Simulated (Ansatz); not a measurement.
In2Ge2O7: pressure series

Base system: In₂Ge₂O₇ (space group C2/m, No. 12; a = 6.654 Å, b = 8.868 Å, c = 4.960 Å, α = γ = 90.00°, β = 102.08°).

Cell and atoms are relaxed at each pressure.

The values are results of PBEsol/PAW in Ansatz (an electronic-structure program), scalar-relativistic without spin-orbit coupling, earlier PAW set, not measurements.

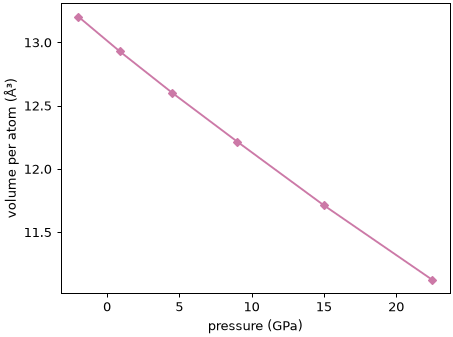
Figure. Volume against pressure

Problem. Estimate the zero-pressure bulk modulus from the plot.

Solution. About 140 GPa; a third-order Birch–Murnaghan fit to the points gives V₀ = 13.01 Å³/atom, B₀ = 140 GPa and B₀′ = 1.1.

Load acts through the strain it causes; cell and atoms are relaxed under it. Stability against distortions was not tested. Competing high-pressure phases were not computed.
